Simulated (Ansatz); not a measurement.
# Sb5C2: what a guessed cell relaxes into, part 2 of 2

Aim: relax a trial structure of Sb5C2 and see where it ends.

Ansatz 0.2.0; DFT PBE, scalar-relativistic, plane waves, PAW. The steps go on from the part before.

### Step 4. Final relaxation

The end of the coarse run is made exact in the group found at a tolerance of 0.06 Å and reduced to its primitive cell.

The input, input.yaml:

```yaml
crystal:
  lattice:
    - [5.6011188653, 0.0, 0.0]
    - [0.0, 3.4061132367, 0.0]
    - [-2.2758309706, 0.0, 9.4332954952]
  atoms:
    - { symbol: Sb, position: [0.6685008726, 0.0, 0.390883682] }
    - { symbol: Sb, position: [0.3314991274, 0.0, 0.609116318] }
    - { symbol: Sb, position: [0.0187563875, 0.0, 0.184075346] }
    - { symbol: Sb, position: [0.9812436125, 0.0, 0.815924654] }
    - { symbol: Sb, position: [0.5, 0.0, 0.0] }
    - { symbol: C, position: [0.3981954871, 0.0, 0.2046082766] }
    - { symbol: C, position: [0.6018045129, 0.0, 0.7953917234] }
basis:
  ecutwfc: 420
kpoints:
  mp_grid: { grid: [8, 12, 4] }
hamiltonian:
  xc: pbe
scf:
  occupations: { method: gaussian, width: 0.1 }
output:
  forces: true
  stress: true
  eigenvalues: true
  write_density: true
  write_potential: true
  elf: true
  volumetric_format: npy
relax:
  adjacent_minimum: "off"
  f_tol: 0.01
  max_steps: 80
  cell: { stress_tol: 0.05 }
```

Command:

```console
$ ansatz run input.yaml --threads 1 --pin off --max-ram 2560MiB --backend cpu --events-out ev --progress --plain --runs-dir out
```

What it wrote:

```text
Warning: RAYON_NUM_THREADS=1 ignored (pool sized by the plan → 1); use --threads N
Engine: ansatz 0.2.0, aarch64-unknown-linux-gnu
Pseudopotentials: kind: paw
Pseudopotential: Sb, paw, valence charge 15, recommended cutoff 420 eV (normal), Sb.paw.azcp
Pseudopotential: C, paw, valence charge 4, recommended cutoff 420 eV (normal), C.paw.azcp
Functional definition: PBE
  parameter kappa = 0.804
  parameter beta = 0.06672455060314922
  exchange = pbe_x(kappa = kappa, mu = beta*pi^2/3)
  correlation = pbe_c(beta = beta)
Crystal: 7 atoms, lattice volume = 179.969 Å³
Basis set: ecut = 420 eV, 3523 PW (Γ), exchange–correlation on 80×48×144 points (8 copies of the dense FFT grid, shifted against one another)
Bands: 50, of which v1, the nominal top of the filled ones, is band 42 counted from 1 (41 counted from 0)
Symmetry: 4 space group operations
Space group: P2/m (ITA 10), of the structure as read, at distance tolerance 5.6e-5 Å
k-points: 126 of 384
Non-local potential: Sb, projectors of the file, l = 0: 2, l = 1: 2, l = 2: 2, l = 3: 2
Non-local potential: C, projectors of the file, l = 0: 2, l = 1: 2, l = 2: 1
PAW form: soft (Blöchl's): semilocal exchange-correlation on the pseudo side does not see the compensation charge
PAW one-centre angular grid: Sb, 590 points (default); XC on 64 Gauss nodes
PAW one-centre angular grid: C, 110 points (default); XC on 64 Gauss nodes
Initial density: superposition of atomic densities (neutral atoms: chi_scale 0, normalization atom), corrected by the library's trained network
Initial wavefunctions: pseudopotential atomic-orbital guess
Functional: x = pbe(κ = 0.804, μ = 0.2195149727645171), c = pbe(β = 0.06672455060314922)
SCF iter   1: F=—  HF=-32917.196297 eV  |F-HF|=—  |Δ(HF+E_count)|=         —  Δρ=4.27e-3  dr2=6.70e-2  ethr=1.77e-3  ⟨swp⟩=8.2  Hψ=25643  notcnv=0
preconditioner: auto → LDOS  [metal: Δε(μ)=0.010 eV  Ē_g=7.950 eV  σ=0.100 eV  W_gap=0.06  n_scr=46 (ndim 8)  ℏωp=15.9 eV  f_vac=0.022  D(μ)=2.57/eV (n_scr^D=12)  β→1.0]
SCF iter   2: F=—  HF=-32917.186049 eV  |F-HF|=—  |Δ(HF+E_count)|=   1.02e-2  Δρ=1.70e-3  dr2=1.21e-2  ethr=8.07e-5  ⟨swp⟩=2.6  Hψ=10429  notcnv=0  defer=46
SCF iter   3: F=—  HF=-32917.183975 eV  |F-HF|=—  |Δ(HF+E_count)|=   2.07e-3  Δρ=6.76e-4  dr2=1.72e-3  ethr=1.45e-5  ⟨swp⟩=2.0  Hψ=10674  notcnv=0  defer=46
SCF iter   4: F=—  HF=-32917.183579 eV  |F-HF|=—  |Δ(HF+E_count)|=   3.96e-4  Δρ=1.29e-4  dr2=3.48e-5  ethr=2.07e-6  ⟨swp⟩=2.0  Hψ=10665  notcnv=0  defer=46
SCF iter   5: F=—  HF=-32917.183618 eV  |F-HF|=—  |Δ(HF+E_count)|=   3.89e-5  Δρ=3.37e-5  dr2=2.02e-6  ethr=4.19e-8  ⟨swp⟩=2.2  Hψ=9920  notcnv=0  defer=42
SCF iter   6: F=-32917.183620 eV  HF=-32917.183620 eV  |F-HF|=1.43e-8  |Δ(HF+E_count)|=   1.44e-6  Δρ=7.22e-6  dr2=9.31e-8  ethr=1.20e-10  ⟨swp⟩=13.8  Hψ=49745  notcnv=0
SCF 1 converged in 6 iterations: F = -32917.183620 eV  dr2 = 9.31e-8
relax step   1: F+E_penalty+E_count = -32917.18361956 eV  Δ(F+E_penalty+E_count) = +0.000e0 eV  max|allowed force component| = 8.553e-2 eV/Å  Δτ_max = 0.0000 Å  P = +0.086 GPa  Ω = 179.969 Å³  (6 SCF iters, dr2 threshold 1.00e-7 eV, accepted)
Crystal: 7 atoms, lattice volume = 178.846 Å³
Basis set: ecut = 420 eV, 3519 PW (Γ), exchange–correlation on 80×48×144 points (8 copies of the dense FFT grid, shifted against one another)
Initial density: handed on by an earlier stage of this run
Initial wavefunctions: those handed on with the density
iter 1 solved again at ethr=1.82e-5 eV; its pass at ethr=3.10e-3 eV (dr2=1.51e-2 eV) is discarded
SCF iter   1: F=—  HF=-32917.160533 eV  |F-HF|=—  |Δ(HF+E_count)|=         —  Δρ=3.53e-3  dr2=1.58e-2  ethr=1.82e-5  ⟨swp⟩=2.0  Hψ=31952  notcnv=0
preconditioner: auto → LDOS  [metal: Δε(μ)=0.007 eV  Ē_g=7.917 eV  σ=0.100 eV  W_gap=0.04  n_scr=46 (ndim 8)  ℏωp=16.0 eV  f_vac=0.019  D(μ)=3.16/eV (n_scr^D=12)  β→1.0]
SCF iter   2: F=—  HF=-32917.159298 eV  |F-HF|=—  |Δ(HF+E_count)|=   1.23e-3  Δρ=1.24e-3  dr2=4.45e-3  ethr=1.82e-5  ⟨swp⟩=2.1  Hψ=10911  notcnv=0
SCF iter   3: F=—  HF=-32917.158447 eV  |F-HF|=—  |Δ(HF+E_count)|=   8.51e-4  Δρ=5.00e-4  dr2=7.83e-4  ethr=5.36e-6  ⟨swp⟩=2.0  Hψ=10923  notcnv=0
SCF iter   4: F=—  HF=-32917.158248 eV  |F-HF|=—  |Δ(HF+E_count)|=   2.00e-4  Δρ=1.04e-4  dr2=2.57e-5  ethr=9.43e-7  ⟨swp⟩=2.0  Hψ=10903  notcnv=0
SCF iter   5: F=—  HF=-32917.158285 eV  |F-HF|=—  |Δ(HF+E_count)|=   3.70e-5  Δρ=2.67e-5  dr2=1.54e-6  ethr=3.10e-8  ⟨swp⟩=2.7  Hψ=10508  notcnv=0
SCF iter   6: F=-32917.158285 eV  HF=-32917.158285 eV  |F-HF|=6.02e-8  |Δ(HF+E_count)|=   3.56e-7  Δρ=8.55e-6  dr2=1.27e-7  ethr=8.43e-10  ⟨swp⟩=12.4  Hψ=48335  notcnv=0
SCF 2 converged in 6 iterations: F = -32917.158285 eV  dr2 = 1.27e-7
relax step   2: F+E_penalty+E_count = -32917.15828496 eV  Δ(F+E_penalty+E_count) = +2.533e-2 eV  max|allowed force component| = 1.967e-1 eV/Å  Δτ_max = 0.0703 Å  P = -0.210 GPa  Ω = 178.846 Å³  energy of the carried Pulay correction = +6.238e-4 eV  (6 SCF iters, dr2 threshold 7.00e-7 eV, rejected (line search))
Crystal: 7 atoms, lattice volume = 179.489 Å³
Basis set: ecut = 420 eV, 3541 PW (Γ), exchange–correlation on 80×48×144 points (8 copies of the dense FFT grid, shifted against one another)
iter 1 solved again at ethr=9.65e-6 eV; its pass at ethr=3.10e-3 eV (dr2=8.01e-3 eV) is discarded
SCF iter   1: F=—  HF=-32917.191756 eV  |F-HF|=—  |Δ(HF+E_count)|=         —  Δρ=2.57e-3  dr2=8.13e-3  ethr=9.65e-6  ⟨swp⟩=1.4  Hψ=33801  notcnv=0
preconditioner: auto → LDOS  [metal: Δε(μ)=0.007 eV  Ē_g=7.938 eV  σ=0.100 eV  W_gap=0.04  n_scr=46 (ndim 8)  ℏωp=15.9 eV  f_vac=0.022  D(μ)=2.54/eV (n_scr^D=12)  β→1.0]
SCF iter   2: F=—  HF=-32917.191428 eV  |F-HF|=—  |Δ(HF+E_count)|=   3.28e-4  Δρ=9.12e-4  dr2=2.44e-3  ethr=9.65e-6  ⟨swp⟩=2.1  Hψ=10900  notcnv=0
SCF iter   3: F=—  HF=-32917.190876 eV  |F-HF|=—  |Δ(HF+E_count)|=   5.52e-4  Δρ=3.57e-4  dr2=4.15e-4  ethr=2.94e-6  ⟨swp⟩=2.0  Hψ=10922  notcnv=0
SCF iter   4: F=—  HF=-32917.190767 eV  |F-HF|=—  |Δ(HF+E_count)|=   1.10e-4  Δρ=7.45e-5  dr2=1.37e-5  ethr=5.00e-7  ⟨swp⟩=2.0  Hψ=10909  notcnv=0
SCF iter   5: F=—  HF=-32917.190781 eV  |F-HF|=—  |Δ(HF+E_count)|=   1.42e-5  Δρ=1.80e-5  dr2=6.05e-7  ethr=1.65e-8  ⟨swp⟩=2.2  Hψ=8790  notcnv=0
SCF iter   6: F=—  HF=-32917.190809 eV  |F-HF|=—  |Δ(HF+E_count)|=   2.81e-5  Δρ=6.46e-6  dr2=7.64e-8  ethr=7.29e-10  ⟨swp⟩=2.0  Hψ=10927  notcnv=0
SCF iter   7: F=—  HF=-32917.190809 eV  |F-HF|=—  |Δ(HF+E_count)|=   6.90e-9  Δρ=1.16e-6  dr2=1.47e-9  ethr=9.21e-11  ⟨swp⟩=2.0  Hψ=10874  notcnv=0
SCF iter   8: F=—  HF=-32917.190809 eV  |F-HF|=—  |Δ(HF+E_count)|=   1.10e-9  Δρ=2.59e-7  dr2=1.03e-10  ethr=1.77e-12  ⟨swp⟩=2.0  Hψ=10769  notcnv=0
SCF iter   9: F=-32917.190809 eV  HF=-32917.190809 eV  |F-HF|=2.18e-11  |Δ(HF+E_count)|=  5.09e-11  Δρ=8.32e-8  dr2=1.45e-11  ethr=1.00e-12  ⟨swp⟩=6.8  Hψ=29108  notcnv=0
SCF 3 converged in 9 iterations: F = -32917.190809 eV  dr2 = 1.45e-11
relax step   3: F+E_penalty+E_count = -32917.19080893 eV  Δ(F+E_penalty+E_count) = -7.189e-3 eV  max|allowed force component| = 3.161e-2 eV/Å  Δτ_max = 0.0183 Å  P = -0.034 GPa  Ω = 179.489 Å³  energy of the carried Pulay correction = +2.663e-4 eV  (9 SCF iters, accepted)
[... 11 lines left out ...]
relax step   4: F+E_penalty+E_count = -32917.19147245 eV  Δ(F+E_penalty+E_count) = -6.635e-4 eV  max|allowed force component| = 5.443e-2 eV/Å  Δτ_max = 0.0080 Å  P = +0.070 GPa  Ω = 179.125 Å³  energy of the carried Pulay correction = +4.688e-4 eV  (5 SCF iters, dr2 threshold 1.98e-7 eV, accepted)
[... 9 lines left out ...]
relax step   5: F+E_penalty+E_count = -32917.19195565 eV  Δ(F+E_penalty+E_count) = -4.832e-4 eV  max|allowed force component| = 3.277e-2 eV/Å  Δτ_max = 0.0068 Å  P = +0.044 GPa  Ω = 179.389 Å³  energy of the carried Pulay correction = +3.215e-4 eV  (5 SCF iters, dr2 threshold 1.85e-7 eV, accepted)
[... 9 lines left out ...]
relax step   6: F+E_penalty+E_count = -32917.19201109 eV  Δ(F+E_penalty+E_count) = -5.543e-5 eV  max|allowed force component| = 1.316e-2 eV/Å  Δτ_max = 0.0122 Å  P = -0.032 GPa  Ω = 179.822 Å³  energy of the carried Pulay correction = +8.159e-5 eV  (5 SCF iters, dr2 threshold 6.71e-8 eV, accepted)
[... 9 lines left out ...]
relax step   7: F+E_penalty+E_count = -32917.19213896 eV  Δ(F+E_penalty+E_count) = -1.279e-4 eV  max|allowed force component| = 7.791e-3 eV/Å  Δτ_max = 0.0052 Å  P = +0.008 GPa  Ω = 179.732 Å³  energy of the carried Pulay correction = +1.313e-4 eV  (5 SCF iters, dr2 threshold 1.53e-8 eV, accepted)
Initial wavefunctions: pseudopotential atomic-orbital guess (no wavefunctions were taken with the density)
iter 1 solved again at ethr=5.28e-7 eV; its pass at ethr=3.10e-3 eV (dr2=4.38e-4 eV) is discarded
SCF iter   1: F=—  HF=-32917.192034 eV  |F-HF|=—  |Δ(HF+E_count)|=         —  Δρ=2.49e-5  dr2=1.19e-7  ethr=5.28e-7  ⟨swp⟩=3.0  Hψ=39480  notcnv=0
eigensolver tolerance schedule: the retry pair's looser diagonalisation over-reported the residual by 3677.58 of it (diagonalisation noise at 1.68 of the residual, at the tolerance the schedule requests for it); recorded, not acted on — ethr = c·dr2/N_el stays at c = 1.0e-1
preconditioner: auto → LDOS  [metal: Δε(μ)=0.004 eV  Ē_g=7.934 eV  σ=0.100 eV  W_gap=0.02  n_scr=46 (ndim 8)  ℏωp=15.9 eV  f_vac=0.021  D(μ)=2.42/eV (n_scr^D=12)  β→1.0]
SCF iter   2: F=—  HF=-32917.192078 eV  |F-HF|=—  |Δ(HF+E_count)|=   4.36e-5  Δρ=2.92e-6  dr2=1.39e-8  ethr=1.44e-10  ⟨swp⟩=3.4  Hψ=13662  notcnv=0
SCF iter   3: F=—  HF=-32917.192078 eV  |F-HF|=—  |Δ(HF+E_count)|=  9.75e-10  Δρ=9.04e-7  dr2=2.26e-9  ethr=1.67e-11  ⟨swp⟩=2.0  Hψ=11553  notcnv=0
SCF iter   4: F=—  HF=-32917.192078 eV  |F-HF|=—  |Δ(HF+E_count)|=  4.58e-10  Δρ=2.69e-7  dr2=1.36e-10  ethr=2.72e-12  ⟨swp⟩=3.0  Hψ=11927  notcnv=0
SCF iter   5: F=-32917.192078 eV  HF=-32917.192078 eV  |F-HF|=7.28e-12  |Δ(HF+E_count)|=  2.91e-11  Δρ=6.22e-8  dr2=1.05e-11  ethr=1.00e-12  ⟨swp⟩=8.3  Hψ=30432  notcnv=0
SCF 8 converged in 5 iterations: F = -32917.192078 eV  dr2 = 1.05e-11
relax step   8: F+E_penalty+E_count = -32917.19207770 eV  Δ(F+E_penalty+E_count) = +6.127e-5 eV  max|allowed force component| = 7.982e-3 eV/Å  Δτ_max = 0.0000 Å  P = +0.008 GPa  Ω = 179.732 Å³  stress off target by 2.32e-2 GPa  SCF on the basis re-selected at this cell (its energy is not comparable with the rows above)  (5 SCF iters)
basis re-selected at this cell: Δ(F+E_penalty+E_count) = +6.127e-5 eV, ΔP = -0.000 GPa vs the last step (what re-selecting the basis moved, of the pressure what is left beyond the Pulay correction that the steps carried, after the strain that the cell walked since its last selection, with what the two solves' SCF thresholds leave and, on support functions, any second-order correction that the steps lacked; it is no measure of the basis error at this ecutwfc). This SCF's stress stands 2.32e-2 GPa from its target on what of the cell is left free (relax.cell.stress_tol is 5.00e-2 GPa) and its largest allowed force component is 7.98e-3 eV/Å (relax.f_tol is 1.00e-2 eV/Å): within both
SCF converged after 5 iterations
Free energy (F): -32917.192078 eV
Harris-Foulkes:  -32917.192078 eV  (|F-HF|=7.28e-12)
Internal energy: -32917.179996 eV  (E = F + TS)
E sigma→0 (E₀):  -32917.186037 eV
Entropy (-TS):   -0.012082 eV (-1.726 meV/atom)
Fermi energy:    8.588946 eV
--- Per-component energies (eV) ---
  E_band       = -926.333236
  E_kinetic    = 1201.517300
  E_local      = -8741.569068  (includes V_loc(G=0)·N_el)
  E_nonlocal   = 1868.943206
  E_hartree    = 3913.624916
  E_xc         = -783.254365
  E_vxc        = -593.612683  (∫ρ·V_xc dr)
  E_paw        = -23076.908212  (= ΣΔE_a)
  E_vpaw       = -2488.861840  (= ΣTr[D̂ρ^β])
  E_aug_tail   = 0.000003  (compensation charges beyond the density's cutoff)
  E_ewald      = -7299.533777
  E_smearing   = -0.012082  (= −TS)
  E_closure    = -0.000000  (closes the sum)
  Σ components = -32917.192078   (vs F -32917.192078, Δ=0.00e0)
--- Forces (eV/Å), atoms counted from 1 ---
  atom   1  Sb     0.00629946     0.00000000    -0.00020902
  atom   2  Sb    -0.00629946    -0.00000000     0.00020902
  atom   3  Sb     0.00233555    -0.00000000     0.00154199
  atom   4  Sb    -0.00233555     0.00000000    -0.00154199
  atom   5  Sb     0.00000000     0.00000000    -0.00000000
  atom   6  C     -0.00798174     0.00000000    -0.00652633
  atom   7  C      0.00798174    -0.00000000     0.00652633
  max |Σ_I F_I| component: 1.73e-18 eV/Å
--- Stress (GPa, compression-positive) ---
        0.009488      -0.000000       0.008724
       -0.000000      -0.004414       0.000000
        0.008724       0.000000       0.017604
  P = ⅓ Tr σ = 0.0076 GPa (0.076 kbar)
--- Band table (eV; the first three rows and the last of 126) ---
  k-point 0: bands = ["-20.8312", "-20.7750", "-20.7677", "-20.7457", "-20.6725", "-20.5884", "-20.5818", "-20.5564", "-20.5461", "-20.5411", "-20.5280", "-20.5266", "-20.5235", "-20.5011", "-20.4934", "-20.4919", "-20.4870", "-20.4802", "-20.4725", "-20.4702", "-20.4670", "-20.4454", "-20.4425", "-20.4097", "-20.4093", "-4.9086", "-4.0924", "-2.0848", "-0.5223", "-0.4583", "0.5671", "0.8325", "3.2556", "3.9345", "4.7664", "5.6833", "6.8411", "6.9248", "7.7902", "8.3088", "9.5461", "10.1258", "11.1998", "11.5945", "11.8565", "12.4583", "12.5913", "12.8338", "13.0530", "13.1188"]
  k-point 1: bands = ["-20.8312", "-20.7750", "-20.7677", "-20.7457", "-20.6725", "-20.5886", "-20.5810", "-20.5567", "-20.5524", "-20.5364", "-20.5278", "-20.5238", "-20.5221", "-20.5024", "-20.4932", "-20.4914", "-20.4876", "-20.4800", "-20.4770", "-20.4691", "-20.4670", "-20.4456", "-20.4410", "-20.4097", "-20.4094", "-4.8650", "-4.1997", "-1.8328", "-0.6938", "-0.5065", "0.3622", "1.0806", "2.9073", "4.3732", "4.7183", "5.9167", "6.3713", "7.5830", "7.8176", "8.2661", "8.9112", "9.6952", "11.6299", "11.7335", "11.9587", "12.3258", "12.3701", "12.8355", "12.8425", "13.3696"]
  k-point 2: bands = ["-20.8312", "-20.7750", "-20.7677", "-20.7457", "-20.6725", "-20.5888", "-20.5801", "-20.5573", "-20.5557", "-20.5348", "-20.5275", "-20.5242", "-20.5158", "-20.5051", "-20.4930", "-20.4907", "-20.4884", "-20.4808", "-20.4798", "-20.4688", "-20.4671", "-20.4457", "-20.4397", "-20.4097", "-20.4094", "-4.8082", "-4.3128", "-1.3474", "-1.1616", "-0.5145", "0.2735", "1.2346", "2.7047", "4.3740", "5.0280", "5.9424", "6.5621", "7.4908", "7.8506", "8.2182", "8.7599", "9.3702", "11.1539", "12.0588", "12.0742", "12.2069", "12.5838", "12.7282", "12.8507", "13.4505"]
  k-point 125: bands = ["-20.8158", "-20.7938", "-20.7644", "-20.6998", "-20.6916", "-20.5648", "-20.5536", "-20.5478", "-20.5476", "-20.5423", "-20.5267", "-20.5089", "-20.5073", "-20.4994", "-20.4964", "-20.4865", "-20.4850", "-20.4843", "-20.4670", "-20.4502", "-20.4474", "-20.4309", "-20.4299", "-20.4266", "-20.4264", "-3.4413", "-3.2655", "-0.9687", "-0.8389", "0.0461", "1.5853", "4.1579", "4.2974", "4.3791", "4.6668", "4.9804", "5.2098", "5.9071", "6.0594", "6.2841", "6.6793", "7.3974", "8.0532", "8.6602", "9.6582", "10.3044", "10.8170", "11.6283", "12.1428", "12.9163"]
--- Relaxed structure (7 steps of the walk, 6 accepted, 1 SCFs on fresh bases) ---
  F+E_penalty+E_count = -32917.19207770 eV   max|allowed force component| = 7.982e-3 eV/Å   (the final SCF, on the basis selected at the relaxed cell)
  cell:  # Å, volume = 179.7320 Å³
    - [5.575831721692851, 0.0, -0.016721921452316723]
    - [0.0, 3.3792909425756275, 0.0]
    - [-2.293719104049334, 0.0, 9.545600348999397]
  atoms:
    - { symbol: Sb, position: [0.6693627924748325, 0.0, 0.39020965887382647] }
    - { symbol: Sb, position: [0.33063720752516745, 0.0, 0.6097903411261737] }
    - { symbol: Sb, position: [0.020925004419688142, 0.0, 0.18497011783971185] }
    - { symbol: Sb, position: [0.9790749955803119, 0.0, 0.8150298821602883] }
    - { symbol: Sb, position: [0.49999999999999994, 0.0, 1.0842021724855044e-19] }
    - { symbol: C, position: [0.4004486449448385, 0.0, 0.20457715392433176] }
    - { symbol: C, position: [0.5995513550551614, 0.0, 0.7954228460756683] }
```

Wall time 7.6 min (1 thread of Arm Neoverse V2, shared host); peak memory 0.95 GiB.

The steps of the relaxation:

| step | E - E(step 1) (eV/cell) | largest force component (eV/Å) | pressure (GPa) | volume (Å³) |
| --- | --- | --- | --- | --- |
| 1 | 0.0000 | 0.0855 | 0.09 | 179.97 |
| 2 | 0.0253 | 0.1967 | -0.21 | 178.85 |
| 3 | -0.0072 | 0.0316 | -0.03 | 179.49 |
| 4 | -0.0079 | 0.0544 | 0.07 | 179.12 |
| 5 | -0.0083 | 0.0328 | 0.04 | 179.39 |
| 6 | -0.0084 | 0.0132 | -0.03 | 179.82 |
| 7 | -0.0085 | 0.0078 | 0.01 | 179.73 |
| 8 | -0.0085 | 0.0080 | 0.01 | 179.73 |

Step 1 is the start. Step 8 repeats the geometry before it on a plane-wave basis chosen anew for that cell, so its energy need not be comparable with the rows above. Step 2 was tried and not accepted.

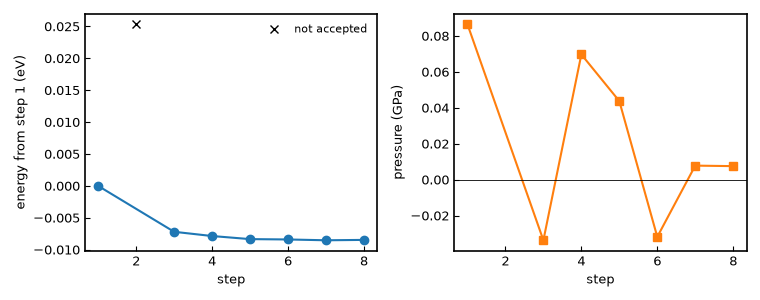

Energy and pressure along the relaxation.

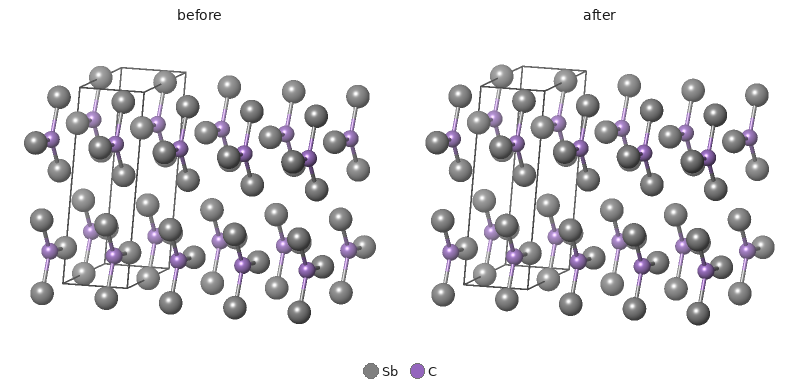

The structure before (left) and after (right) the relaxation, drawn at the same scale.

|  | before | after | change |
| --- | --- | --- | --- |
| a (Å) | 5.601 | 5.576 | -0.5 % |
| b (Å) | 3.406 | 3.379 | -0.8 % |
| c (Å) | 9.704 | 9.817 | +1.2 % |
| β (°) | 103.56 | 103.68 | +0.1 % |
| volume (Å³/atom) | 25.71 | 25.68 | -0.1 % |
| shortest distance (Å) | 2.068 | 2.068 | 0.0 % |
| space group (0.01 Å) | P2/m | P2/m | same |

The run keeps the 4 symmetry operations of the start, so it could not have lowered the symmetry.

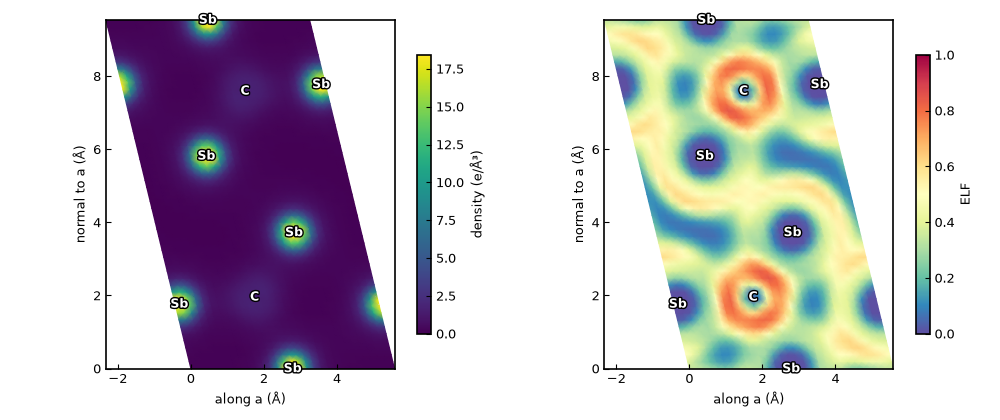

Density (left) and ELF (right) in a lattice plane of the grid's cell (edges 5.58 and 9.82 Å, at 0.000 of the third edge), which holds Sb and C. Only atoms in the plane are labelled; the density scale stops at 18.42 e/Å³. Both are smooth fields of the valence electrons: close to the nuclei they are not physical.

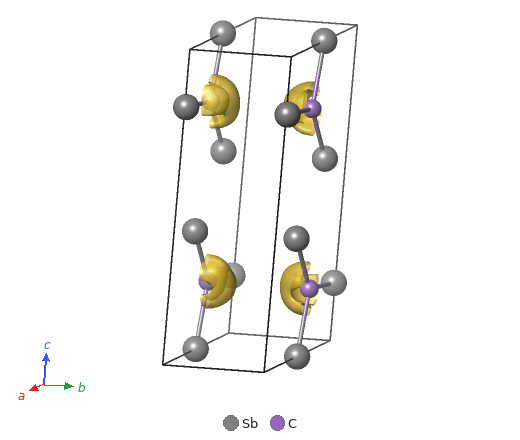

Surface of ELF = 0.76, drawn in one cell.

Maxima of ELF outside the ion cores: 0.84 on the C–Sb line, 0.7 Å from C; 0.82 in the shell around C, 0.7 Å from C; 0.81 beside C, off the lines to its neighbours, 0.7 Å from C.

### Step 5. What came out

This closing draws on all 2 parts. Changes of volume or cell count from the first structure of part 1.

| quantity | value |
| --- | --- |
| symmetry at the end (tolerance 0.05 Å) | space group P2/m (No. 10) |
| conventional cell | a = 5.576 Å, b = 3.379 Å, c = 9.817 Å, α = 90.00°, β = 103.68°, γ = 90.00° |
| volume | 25.68 Å³/atom |
| energy over the elements | +1.02 eV/atom |
| gap on the mesh | none (metal) |

In words: The space group P2/m (No. 10) is kept, and the volume per atom grows by 146.8 % from the first guess. The formation energy is positive, so the separate elements lie lower. No finished test with a distortion of lower symmetry is shown, so the end may be a saddle point. The runs treat Sb without spin-orbit coupling. Where forces pass 15 eV/Å atoms stand far too close, the PAW spheres overlap strongly and those numbers are rough.
